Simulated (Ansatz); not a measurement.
The figure comes from a scan of C (diamond): a phonon pattern at L = (0.5, 0.0, 0.0) is frozen into a 4-atom cell, Q being the largest atomic displacement. Method: r2SCAN (plane waves to 500 eV, PAW, scalar-relativistic; Ansatz, a first-principles code). k mesh 8×16×16 (Γ-centred), Fermi-Dirac smearing 0.05 eV. The energy includes the smearing's −TS. C was relaxed with its symmetry unable to fall. ΔE is measured from the undisplaced structure.

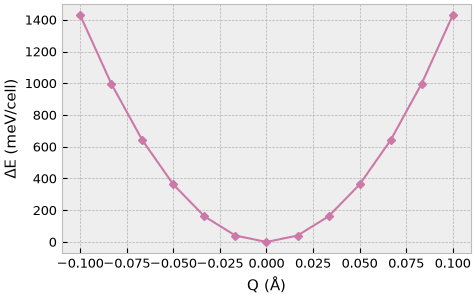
ΔE (meV/cell) against Q (Å); computed points joined by lines.

Task: Read the plotted values off the figure, to the accuracy that the plot allows.

Result: To the nearest 20:

| Q (Å) | ΔE (meV/cell) |
|---|---|
| -0.100 | 1420 |
| -0.083 | 1000 |
| -0.067 | 640 |
| -0.050 | 360 |
| -0.033 | 160 |
| -0.017 | 40 |
| 0.000 | 0 |
| 0.017 | 40 |
| 0.033 | 160 |
| 0.050 | 360 |
| 0.067 | 640 |
| 0.083 | 1000 |
| 0.100 | 1420 |

(For displaced atoms, the force is minus the slope of the energy, and its curvature is a force constant, which sets phonon frequencies.)
